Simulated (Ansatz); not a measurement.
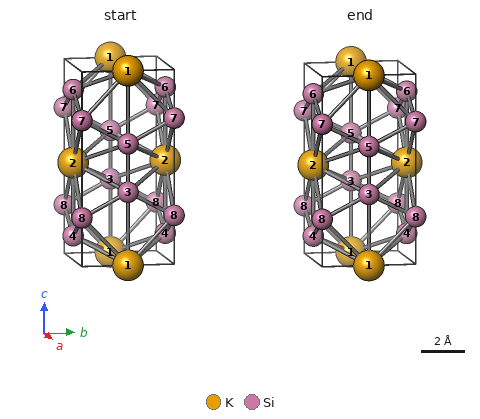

The structure of solid KSi$_{3}$ (a generated structure, set up in P4_2/mmc) before (left) and after (right) a relaxation, at one scale.

Style: ball-and-stick. Shown: the cell of the calculation, from a free direction.

The calculation used Ansatz 0.2.0, DFT PBE, scalar-relativistic, plane waves, PAW; settings changed.

Input
```yaml
crystal:
  lattice:
    - [4.4329832632, 0.0, 0.0]
    - [0.0, 4.4329832632, 0.0]
    - [0.0, 0.0, 9.2941665722]
  atoms:
    - { symbol: K, position: [0.0, 0.5, 0.0] }
    - { symbol: K, position: [0.5, 0.0, 0.5] }
    - { symbol: Si, position: [0.0, 0.5, 0.3757905585] }
    - { symbol: Si, position: [0.5, 0.0, 0.1242094415] }
    - { symbol: Si, position: [0.0, 0.5, 0.6242094415] }
    - { symbol: Si, position: [0.5, 0.0, 0.8757905585] }
    - { symbol: Si, position: [0.0, 0.0, 0.75] }
    - { symbol: Si, position: [0.0, 0.0, 0.25] }
basis:
  ecutwfc: 420
kpoints:
  mp_grid: { grid: [8, 8, 4], shift: [0.5, 0.5, 0.5] }
hamiltonian:
  xc: pbe
scf:
  occupations: { method: gaussian, width: 0.1 }
output:
  forces: true
  eigenvalues: true
  stress: true
relax:
  adjacent_minimum: "off"
  f_tol: 0.01
  max_steps: 80
  cell: { stress_tol: 0.05 }
```

Run as
```bash
ansatz run input.yaml --threads 1 --pin off --max-ram 2560MiB --backend cpu --events-out ev --progress --plain --runs-dir out
```

What changed between the two?

Over 3 accepted moves (4 points after the start) the energy falls by 4.6 meV per atom. The largest force component goes from 0.011 to 0.0023 eV/Å. Pressure: −0.08 GPa at the start and 0.00 GPa at the end. At 1 point the geometry stayed and the basis and grid were re-selected for the new cell (energy shift of less than 0.05 meV per atom at most each time). The largest moves relative to the cell, 0.015 Å, are those of Si3, Si4, Si5 and Si6. Si4 goes along +c. K stays in place. The drawn cell changes as follows: a = b 4.433 → 4.496 Å (+1.4 %), c 9.294 → 9.081 Å (−2.3 %); the volume changes by +0.5 %. Near-neighbour distances that change, for instance: K1–Si3 3.493 → 3.397 Å, K1–Si4 3.340 → 3.378 Å, Si3–Si5 2.309 → 2.286 Å, K1–Si7 3.211 → 3.195 Å. The space group stays P4_2/mmc (No. 131).
